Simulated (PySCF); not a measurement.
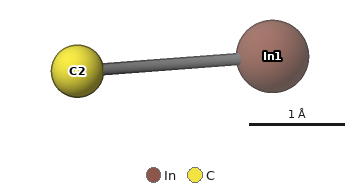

Fig. 1: The structure (ball-and-stick view, seen at a tilt; atoms are numbered from 1 in the order of the input). Sticks mark near contacts.

# CIn (charge −1): single-point calculation

System: CIn, charge −1, multiplicity 3.
Method: UKS-m06l/def2-svp, gradient (PySCF 2.14.0).

Figures and captions count atoms from 1; the log counts them from 0 in places.

## Log
```
PySCF version 2.14.0

[INPUT] verbose = 4
[INPUT] num. atoms = 2
[INPUT] num. electrons = 28
[INPUT] charge = -1
[INPUT] spin (= nelec alpha-beta = 2S) = 2
[INPUT] symmetry False subgroup None
[INPUT] Mole.unit = angstrom
[INPUT] Symbol           X                Y                Z      unit          X                Y                Z       unit  Magmom
[INPUT]  1 In     0.000000000000   0.000000000000   0.000000000000 AA    0.000000000000   0.000000000000   0.000000000000 Bohr   0.0
[INPUT]  2 C      0.000000000000   0.000000000000   2.200000000000 AA    0.000000000000   0.000000000000   4.157397474043 Bohr   0.0

nuclear repulsion = 30.3074220799636
number of shells = 16
number of NR pGTOs = 85
number of NR cGTOs = 40
basis = def2-svp
ecp = {'In': 'def2-svp'}

******** <class 'pyscf.dft.uks.UKS'> ********
method = UKS
initial guess = minao
damping factor = 0
level_shift factor = 0
DIIS = <class 'pyscf.scf.diis.CDIIS'>
diis_start_cycle = 1
diis_space = 8
diis_damp = 0
SCF conv_tol = 1e-09
SCF conv_tol_grad = None
SCF max_cycles = 50
direct_scf = True
direct_scf_tol = 1e-13
number electrons alpha = 15  beta = 13
XC library pyscf.dft.libxc version 7.0.0
    S. Lehtola, C. Steigemann, M. J.T. Oliveira, and M. A.L. Marques.,  SoftwareX 7, 1–5 (2018)
XC functionals = m06l
    Y. Zhao and D. G. Truhlar.,  J. Chem. Phys. 125, 194101 (2006)
    Y. Zhao and D. G. Truhlar.,  J. Chem. Phys. 125, 194101 (2006)
    Y. Zhao and D. G. Truhlar.,  Theor. Chem. Acc. 120, 215 (2008)
radial grids:
    Treutler-Ahlrichs [JCP 102, 346 (1995); DOI:10.1063/1.469408] (M4) radial grids

becke partition: Becke, JCP 88, 2547 (1988); DOI:10.1063/1.454033
pruning grids: <function nwchem_prune>
grids dens level: 3
symmetrized grids: False
atomic radii adjust function: <function treutler_atomic_radii_adjust>
small_rho_cutoff = 0
Set gradient conv threshold to 3.16228e-05
tot grids = 35992
init E= -207.290938841321
  alpha nocc = 15  HOMO = -0.564581228520561  LUMO = -0.452775000692711

WARN: beta  nocc = 13  HOMO -0.593489230176896 >= LUMO -0.593489230176884

WARN: HOMO -0.564581228520561 >= LUMO -0.593489230176884

cycle= 1 E= -226.474715439298  delta_E= -19.2  |g|= 1.46  |ddm|= 8.71
  alpha nocc = 15  HOMO = 0.321552896961207  LUMO = 0.340772956945824
  beta  nocc = 13  HOMO = 0.31067985292697  LUMO = 0.331944509466854
  HOMO = 0.321552896961  LUMO = 0.331944509467  gap/eV = 0.28277
cycle= 2 E= -197.356135218389  delta_E= 29.1  |g|= 6.43  |ddm|= 7.73
  alpha nocc = 15  HOMO = 0.0829756246535069  LUMO = 0.215954374566615
  beta  nocc = 13  HOMO = -0.103944682452555  LUMO = -0.10037314474462

WARN: HOMO 0.0829756246535069 >= LUMO -0.10037314474462

cycle= 3 E= -226.676537689964  delta_E= -29.3  |g|= 1.23  |ddm|= 6.23
  alpha nocc = 15  HOMO = 0.183313798872005  LUMO = 0.327570053466353
  beta  nocc = 13  HOMO = 0.1647528232366  LUMO = 0.167358791986056

WARN: HOMO 0.183313798872005 >= LUMO 0.167358791986056

cycle= 4 E= -226.839622123869  delta_E= -0.163  |g|= 0.934  |ddm|= 2.73
  alpha nocc = 15  HOMO = 0.0198165082561026  LUMO = 0.172766331509017
  beta  nocc = 13  HOMO = -0.0114478477737485  LUMO = 0.00663173109880333

WARN: HOMO 0.0198165082561026 >= LUMO 0.00663173109880333

cycle= 5 E= -227.629870977501  delta_E= -0.79  |g|= 0.721  |ddm|= 2.39
  alpha nocc = 15  HOMO = 0.00980424585005019  LUMO = 0.137102254469551
  beta  nocc = 13  HOMO = 0.037252521261907  LUMO = 0.0548950614492068
  HOMO = 0.0372525212619  LUMO = 0.0548950614492  gap/eV = 0.48008
cycle= 6 E= -228.006993314286  delta_E= -0.377  |g|= 0.446  |ddm|= 0.647
  alpha nocc = 15  HOMO = 0.0140750139161858  LUMO = 0.146316409709788
  beta  nocc = 13  HOMO = 0.0407839977567441  LUMO = 0.0662424578426748
  HOMO = 0.0407839977567  LUMO = 0.0662424578427  gap/eV = 0.69276
cycle= 7 E= -228.03879303252  delta_E= -0.0318  |g|= 0.383  |ddm|= 0.257
  alpha nocc = 15  HOMO = 0.0189564365283612  LUMO = 0.146428291769841
  beta  nocc = 13  HOMO = 0.0541209303403747  LUMO = 0.0769144302670846
  HOMO = 0.0541209303404  LUMO = 0.0769144302671  gap/eV = 0.62024
cycle= 8 E= -228.134366658928  delta_E= -0.0956  |g|= 0.228  |ddm|= 0.248
  alpha nocc = 15  HOMO = 0.0348740519619053  LUMO = 0.152238561271204
  beta  nocc = 13  HOMO = 0.0644969871257945  LUMO = 0.0811385362158035
  HOMO = 0.0644969871258  LUMO = 0.0811385362158  gap/eV = 0.45284
cycle= 9 E= -228.184913659001  delta_E= -0.0505  |g|= 0.0273  |ddm|= 0.31
  alpha nocc = 15  HOMO = 0.0321963842106427  LUMO = 0.158332944829752
  beta  nocc = 13  HOMO = 0.0699803782373429  LUMO = 0.0825203566948183
  HOMO = 0.0699803782373  LUMO = 0.0825203566948  gap/eV = 0.34123
cycle= 10 E= -228.185679002896  delta_E= -0.000765  |g|= 0.0203  |ddm|= 0.0747
  alpha nocc = 15  HOMO = 0.0294013102989799  LUMO = 0.161654391023168
  beta  nocc = 13  HOMO = 0.0702715892724193  LUMO = 0.0809198161643607
  HOMO = 0.0702715892724  LUMO = 0.0809198161644  gap/eV = 0.28975
cycle= 11 E= -228.186210582889  delta_E= -0.000532  |g|= 0.00635  |ddm|= 0.0506
  alpha nocc = 15  HOMO = 0.0286128893164694  LUMO = 0.163470480573187
  beta  nocc = 13  HOMO = 0.0712213712308305  LUMO = 0.0814510737105962
  HOMO = 0.0712213712308  LUMO = 0.0814510737106  gap/eV = 0.27836
cycle= 12 E= -228.186281448273  delta_E= -7.09e-05  |g|= 0.00297  |ddm|= 0.0174
  alpha nocc = 15  HOMO = 0.0267439997459308  LUMO = 0.165500077039267
  beta  nocc = 13  HOMO = 0.0718222195151291  LUMO = 0.0815109191913815
  HOMO = 0.0718222195151  LUMO = 0.0815109191914  gap/eV = 0.26364
cycle= 13 E= -228.186327252935  delta_E= -4.58e-05  |g|= 0.000946  |ddm|= 0.0222
  alpha nocc = 15  HOMO = 0.0258035809190268  LUMO = 0.166554056147831
  beta  nocc = 13  HOMO = 0.0720112733896693  LUMO = 0.0814567768551942
  HOMO = 0.0720112733897  LUMO = 0.0814567768552  gap/eV = 0.25703
cycle= 14 E= -228.186333379958  delta_E= -6.13e-06  |g|= 0.00045  |ddm|= 0.0117
  alpha nocc = 15  HOMO = 0.0257307846303947  LUMO = 0.166533041301751
  beta  nocc = 13  HOMO = 0.0719857773280163  LUMO = 0.0814428493833798
  HOMO = 0.071985777328  LUMO = 0.0814428493834  gap/eV = 0.25734
cycle= 15 E= -228.186333597887  delta_E= -2.18e-07  |g|= 5.75e-05  |ddm|= 0.000797
  alpha nocc = 15  HOMO = 0.025711496173604  LUMO = 0.166528802074726
  beta  nocc = 13  HOMO = 0.0719772759598804  LUMO = 0.0814350571423022
  HOMO = 0.0719772759599  LUMO = 0.0814350571423  gap/eV = 0.25736
cycle= 16 E= -228.186333601921  delta_E= -4.03e-09  |g|= 1.82e-05  |ddm|= 0.000234
  alpha nocc = 15  HOMO = 0.0257158792990622  LUMO = 0.166529024574437
  beta  nocc = 13  HOMO = 0.0719784444346723  LUMO = 0.0814365970230091
  HOMO = 0.0719784444347  LUMO = 0.081436597023  gap/eV = 0.25737
cycle= 17 E= -228.186333603215  delta_E= -1.29e-09  |g|= 1.1e-05  |ddm|= 0.000167
  alpha nocc = 15  HOMO = 0.0257157975778056  LUMO = 0.166529617386022
  beta  nocc = 13  HOMO = 0.0719787853540231  LUMO = 0.0814368678454742
  HOMO = 0.071978785354  LUMO = 0.0814368678455  gap/eV = 0.25737
cycle= 18 E= -228.186333604488  delta_E= -1.27e-09  |g|= 1.1e-05  |ddm|= 0.000197
  alpha nocc = 15  HOMO = 0.0257158914403608  LUMO = 0.166529372104835
  beta  nocc = 13  HOMO = 0.0719785833013359  LUMO = 0.0814366880323207
  HOMO = 0.0719785833013  LUMO = 0.0814366880323  gap/eV = 0.25737
cycle= 19 E= -228.186333606479  delta_E= -1.99e-09  |g|= 1.1e-05  |ddm|= 0.000309
  alpha nocc = 15  HOMO = 0.0257159231982083  LUMO = 0.166529423022874
  beta  nocc = 13  HOMO = 0.0719785962035883  LUMO = 0.0814366871277665
  HOMO = 0.0719785962036  LUMO = 0.0814366871278  gap/eV = 0.25737
cycle= 20 E= -228.186333610373  delta_E= -3.89e-09  |g|= 1.09e-05  |ddm|= 0.000606
  alpha nocc = 15  HOMO = 0.0257159721988524  LUMO = 0.166529361242185
  beta  nocc = 13  HOMO = 0.0719784402952264  LUMO = 0.0814366441312559
  HOMO = 0.0719784402952  LUMO = 0.0814366441313  gap/eV = 0.25737
cycle= 21 E= -228.186333625973  delta_E= -1.56e-08  |g|= 1.08e-05  |ddm|= 0.00244
  alpha nocc = 15  HOMO = 0.0257182686929502  LUMO = 0.166527041836401
  beta  nocc = 13  HOMO = 0.0719768980878282  LUMO = 0.0814373371177342
  HOMO = 0.0719768980878  LUMO = 0.0814373371177  gap/eV = 0.25743
cycle= 22 E= -228.186333675274  delta_E= -4.93e-08  |g|= 1.22e-05  |ddm|= 0.00789
  alpha nocc = 15  HOMO = 0.0257174138763594  LUMO = 0.166527771950488
  beta  nocc = 13  HOMO = 0.0719773570095375  LUMO = 0.0814370975405523
  HOMO = 0.0719773570095  LUMO = 0.0814370975406  gap/eV = 0.25741
cycle= 23 E= -228.186333664935  delta_E= 1.03e-08  |g|= 1.16e-05  |ddm|= 0.00168
  alpha nocc = 15  HOMO = 0.025729379347446  LUMO = 0.166515795271886
  beta  nocc = 13  HOMO = 0.0719690421569798  LUMO = 0.0814431403535533
  HOMO = 0.071969042157  LUMO = 0.0814431403536  gap/eV = 0.25780
cycle= 24 E= -228.186333755779  delta_E= -9.08e-08  |g|= 4.57e-05  |ddm|= 0.0154
  alpha nocc = 15  HOMO = 0.0257414130309229  LUMO = 0.166504263751063
  beta  nocc = 13  HOMO = 0.071961716868018  LUMO = 0.0814487369815515
  HOMO = 0.071961716868  LUMO = 0.0814487369816  gap/eV = 0.25815
cycle= 25 E= -228.186333808989  delta_E= -5.32e-08  |g|= 8e-05  |ddm|= 0.00998
  alpha nocc = 15  HOMO = 0.025713047704474  LUMO = 0.166532605467578
  beta  nocc = 13  HOMO = 0.0719804559793488  LUMO = 0.0814333604470587
  HOMO = 0.0719804559793  LUMO = 0.0814333604471  gap/eV = 0.25723
cycle= 26 E= -228.186333717199  delta_E= 9.18e-08  |g|= 2.03e-05  |ddm|= 0.0168
  alpha nocc = 15  HOMO = 0.0256913468267079  LUMO = 0.166554979370874
  beta  nocc = 13  HOMO = 0.0719948519321783  LUMO = 0.0814213656555977
  HOMO = 0.0719948519322  LUMO = 0.0814213656556  gap/eV = 0.25651
cycle= 27 E= -228.186333682351  delta_E= 3.48e-08  |g|= 8.71e-05  |ddm|= 0.00433
  alpha nocc = 15  HOMO = 0.0257789245406547  LUMO = 0.166464712210473
  beta  nocc = 13  HOMO = 0.0719344525548408  LUMO = 0.0814665173035599
  HOMO = 0.0719344525548  LUMO = 0.0814665173036  gap/eV = 0.25938
cycle= 28 E= -228.186333987459  delta_E= -3.05e-07  |g|= 0.000212  |ddm|= 0.0605
  alpha nocc = 15  HOMO = 0.0257108348411727  LUMO = 0.166535884371624
  beta  nocc = 13  HOMO = 0.0719812095215946  LUMO = 0.0814307036832743
  HOMO = 0.0719812095216  LUMO = 0.0814307036833  gap/eV = 0.25713
cycle= 29 E= -228.186333887891  delta_E= 9.96e-08  |g|= 2.29e-05  |ddm|= 0.0271
  alpha nocc = 15  HOMO = 0.0257086553414078  LUMO = 0.166538321092467
  beta  nocc = 13  HOMO = 0.0719825787652228  LUMO = 0.0814292731007688
  HOMO = 0.0719825787652  LUMO = 0.0814292731008  gap/eV = 0.25706
cycle= 30 E= -228.186333912228  delta_E= -2.43e-08  |g|= 2.95e-05  |ddm|= 0.00428
  alpha nocc = 15  HOMO = 0.0257041263310508  LUMO = 0.166543179720728
  beta  nocc = 13  HOMO = 0.0719852166669834  LUMO = 0.0814265753191163
  HOMO = 0.071985216667  LUMO = 0.0814265753191  gap/eV = 0.25691
cycle= 31 E= -228.186333964805  delta_E= -5.26e-08  |g|= 4.29e-05  |ddm|= 0.00936
  alpha nocc = 15  HOMO = 0.0258039766417063  LUMO = 0.166439994633212
  beta  nocc = 13  HOMO = 0.0719160121271274  LUMO = 0.0814805270481014
  HOMO = 0.0719160121271  LUMO = 0.0814805270481  gap/eV = 0.26026
cycle= 32 E= -228.186334086854  delta_E= -1.22e-07  |g|= 0.000299  |ddm|= 0.0673
  alpha nocc = 15  HOMO = 0.0257164989632675  LUMO = 0.166531114817332
  beta  nocc = 13  HOMO = 0.07197579893803  LUMO = 0.0814331076384269
  HOMO = 0.071975798938  LUMO = 0.0814331076384  gap/eV = 0.25735
cycle= 33 E= -228.186334145498  delta_E= -5.86e-08  |g|= 8.36e-06  |ddm|= 0.0316
  alpha nocc = 15  HOMO = 0.0257571761490063  LUMO = 0.166489123529622
  beta  nocc = 13  HOMO = 0.0719470265406152  LUMO = 0.0814577719773289
  HOMO = 0.0719470265406  LUMO = 0.0814577719773  gap/eV = 0.25880
cycle= 34 E= -228.186334158729  delta_E= -1.32e-08  |g|= 0.000144  |ddm|= 0.0403
  alpha nocc = 15  HOMO = 0.0256845962976755  LUMO = 0.166565067655535
  beta  nocc = 13  HOMO = 0.0719967698741723  LUMO = 0.0814169726915859
  HOMO = 0.0719967698742  LUMO = 0.0814169726916  gap/eV = 0.25634
cycle= 35 E= -228.186334182532  delta_E= -2.38e-08  |g|= 0.000103  |ddm|= 0.019
  alpha nocc = 15  HOMO = 0.0256916778346917  LUMO = 0.166557811365118
  beta  nocc = 13  HOMO = 0.0719922394892932  LUMO = 0.0814203635206637
  HOMO = 0.0719922394893  LUMO = 0.0814203635207  gap/eV = 0.25655
cycle= 36 E= -228.186334185931  delta_E= -3.4e-09  |g|= 8.08e-05  |ddm|= 0.00165
  alpha nocc = 15  HOMO = 0.0256985669122281  LUMO = 0.166550394598483
  beta  nocc = 13  HOMO = 0.0719873995378814  LUMO = 0.0814245130555333
  HOMO = 0.0719873995379  LUMO = 0.0814245130555  gap/eV = 0.25680
cycle= 37 E= -228.186334192521  delta_E= -6.59e-09  |g|= 5.62e-05  |ddm|= 0.00298
  alpha nocc = 15  HOMO = 0.0257277347003443  LUMO = 0.166520083244441
  beta  nocc = 13  HOMO = 0.07196763593408  LUMO = 0.081440456646651
  HOMO = 0.0719676359341  LUMO = 0.0814404566467  gap/eV = 0.25777
cycle= 38 E= -228.186334194397  delta_E= -1.88e-09  |g|= 4.22e-05  |ddm|= 0.00787
  alpha nocc = 15  HOMO = 0.0257204062016085  LUMO = 0.166527755749442
  beta  nocc = 13  HOMO = 0.0719726569725081  LUMO = 0.0814363366408647
  HOMO = 0.0719726569725  LUMO = 0.0814363366409  gap/eV = 0.25752
cycle= 39 E= -228.186334197119  delta_E= -2.72e-09  |g|= 1.72e-05  |ddm|= 0.0023
  alpha nocc = 15  HOMO = 0.0257153222786822  LUMO = 0.166533058624942
  beta  nocc = 13  HOMO = 0.0719761269937585  LUMO = 0.0814335053746845
  HOMO = 0.0719761269938  LUMO = 0.0814335053747  gap/eV = 0.25735
cycle= 40 E= -228.186334197644  delta_E= -5.25e-10  |g|= 9.74e-08  |ddm|= 0.00147
  alpha nocc = 15  HOMO = 0.0257153257109319  LUMO = 0.16653302074022
  beta  nocc = 13  HOMO = 0.0719761077653574  LUMO = 0.0814335154262616
  HOMO = 0.0719761077654  LUMO = 0.0814335154263  gap/eV = 0.25735
```

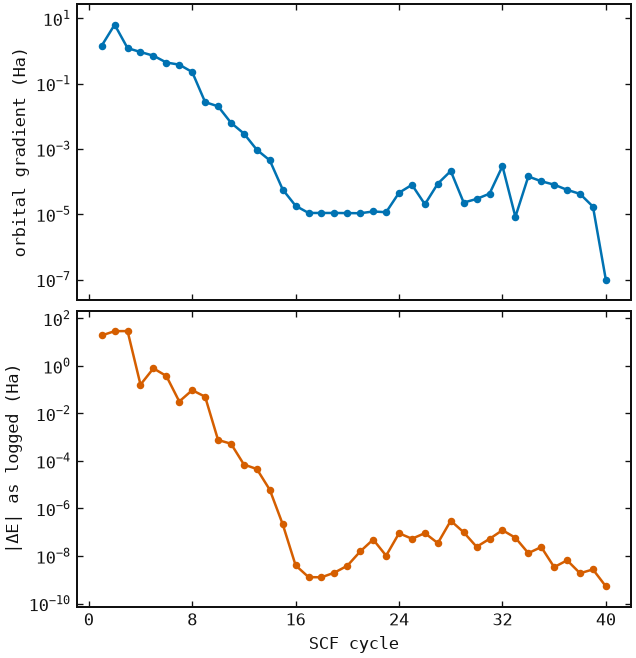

Fig. 2: Convergence of the self-consistent field: orbital gradient and size of the energy change against the SCF cycle. The residual falls unevenly and jumps up by a factor of two or more 6 times on the way down.

```
Extra cycle  E= -228.186334197643  delta_E= 6.82e-13  |g|= 2.14e-07  |ddm|= 4.02e-07
converged SCF energy = -228.186334197643  <S^2> = 2.2647892  2S+1 = 3.1716174

******** <class 'pyscf.grad.uks.Gradients'> for <class 'pyscf.dft.uks.UKS'> ********
unit = Eh/Bohr
grid_response = True
--------------- UKS gradients ---------------
         x                y                z
0 In     0.0000000000    -0.0000000000    -0.0089802702
1 C    -0.0000000000     0.0000000000     0.0089802702
----------------------------------------------

WARN: System has nonzero charge -1; the dipole moment is origin-dependent.
Location of origin: [0. 0. 0.]

Dipole moment(X, Y, Z, Debye):  0.00000, -0.00000, -4.57788
orbital energies (hartree): [array([0.01  , 0.0208, 0.0257, 0.1228, 0.1297, 0.1975]), array([-0.2081, -0.058 ,  0.072 ,  0.0814,  0.1037,  0.1665])]
```

The run was set up as follows.

## The input
```python
from pyscf import gto, dft

mol = gto.M(
    atom='In 0 0 0; C 0 0 2.2',
    basis='def2-svp',
    ecp={'In': 'def2-svp'},
    charge=-1,
    spin=2,
    verbose=4,
)
mf = dft.UKS(mol, xc='m06l')
mf.kernel()
g = mf.nuc_grad_method()
g.grid_response = True
g.kernel()
mf.dip_moment()
print('orbital energies (hartree):', [e[max(0, n-3):n+3].round(4) for e, n in zip(mf.mo_energy, mol.nelec)])
```

Command:
```bash
OMP_NUM_THREADS=1 python input.py
```

## Summary

| quantity | value |
| --- | --- |
| outcome | converged |
| SCF energy | −228.186334 hartree |
| ⟨S²⟩ | 2.265 |
| hardware | 1 CPU thread, shared host |
| wall time | 12 s |

⟨S²⟩ is 2.26 against 2.00 for a pure state: the solution is spin-contaminated.
